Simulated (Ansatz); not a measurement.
Consider C₂H₄OSi (SMILES O[SiH]1C=C1).

```
atom    x (Å)    y (Å)    z (Å)
   O  -0.9983   1.5822  -0.8246
  Si  -0.1562   0.7071   0.3061
   C  -0.3283   1.0542   2.0645
   C   0.8355   1.5297   1.5636
   H  -1.1830   1.1280  -1.6649
   H   0.1590  -0.6507  -0.2482
   H  -0.8133   1.0929   3.0576
   H   1.6769   2.1101   1.9858
```

The calculation used Ansatz 0.2.0, RKS LDA/def2-SVP.

**What can the converged electron density and electron localisation function tell about the bonding?**

C–C (1.35 Å): ρ is about 2.2 e/Å³ halfway; the ELF peaks at about 0.90 between the atoms (localised, covalent bonding).
C–Si (1.80 Å): ρ is about 0.91 e/Å³ halfway; the ELF peaks at about 0.80 between the atoms (a covalent bond).
C–H (1.11 Å): ρ is about 1.9 e/Å³ halfway; the ELF climbs to about 1 towards the hydrogen, as it does in any bond to H: a covalent bond by its length.

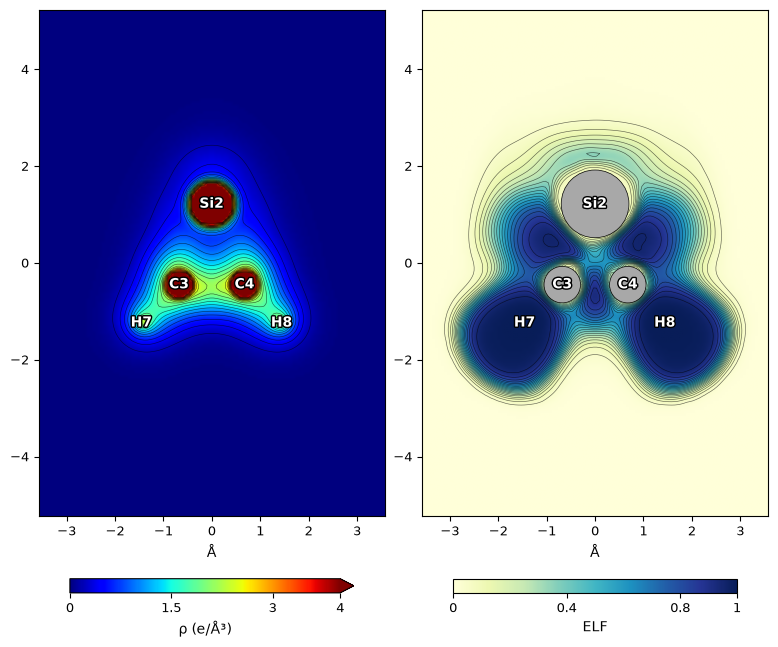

Computed electron density and electron localisation function on the plane of atoms Si2, C4 and C3, in this order. Grey discs cover the atomic cores in the ELF map. 
